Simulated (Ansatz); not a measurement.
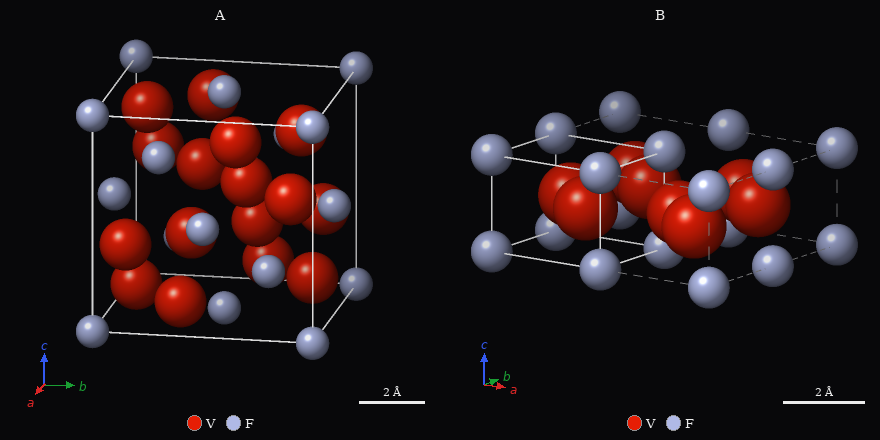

Two structures of V2F, each relaxed to rest (conventional cells in solid outline, small ones repeated, not to one scale). Method: DFT PBE, scalar-relativistic, plane waves, PAW (Ansatz 0.2.0), without spin polarisation.

> Describe A and B.

A: cubic Laves phase (C15, MgCu₂ type), Fd-3m. B: AlB₂ type, P6/mmm.

> Which of the two does the method prefer?

B is lower, by 98 meV/atom at this level of theory (energies at zero smearing). Volumes: A 14.2, B 13.1 Å³/atom.

One or both may be structure types tried for this composition rather than known phases.
